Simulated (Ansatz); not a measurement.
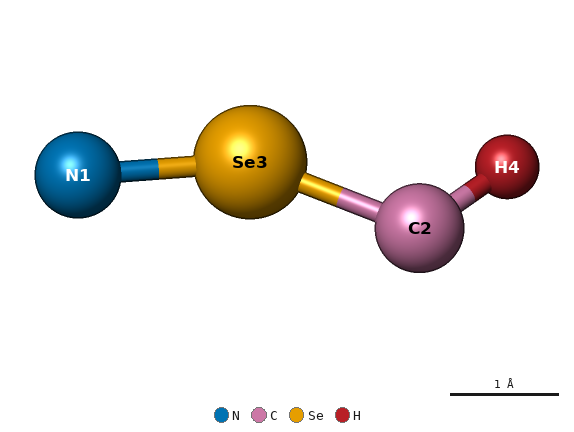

The computed structure is the end point of a PBE0-D4/def2-TZVP optimisation. No frequency run is at hand to confirm it as a minimum.

Describe the coordination of atom 3.

Answer. Se3 has 2 neighbours (N1 at 1.62, C2 at 1.71 Å); the arrangement is bent.

How are the neighbours of atom 2 arranged?

Answer. C2 has 2 neighbours (Se3 at 1.71, H4 at 1.09 Å); the arrangement is bent.
